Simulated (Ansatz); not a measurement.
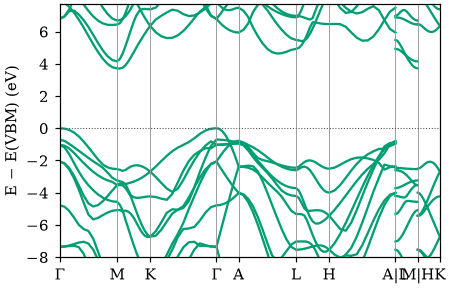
Figure: Band structure from DFT-PBE+D3(BJ) in the program Ansatz with PAW potentials

### Question
Read off the gap and where the band edges lie.

### Answer
About 3.7 eV (3.71 eV by a search for the band edges); maximum at Γ, minimum on the M–K line, 8 % of the way from M.

The material is BN in space group P6_222 (No. 180; B on 3d, N on 3c).

The start of the workflow was typed in or built on a structure type; neither database checked (COD, Materials Project) lists it. It is not the phase usual at ambient conditions (space group No. 186, 194, 216). The PBE+D3(BJ) relaxation kept the symmetry of its start; whether a distortion lowers the energy is not shown.

Potentials: the later of the program's two PAW sets.
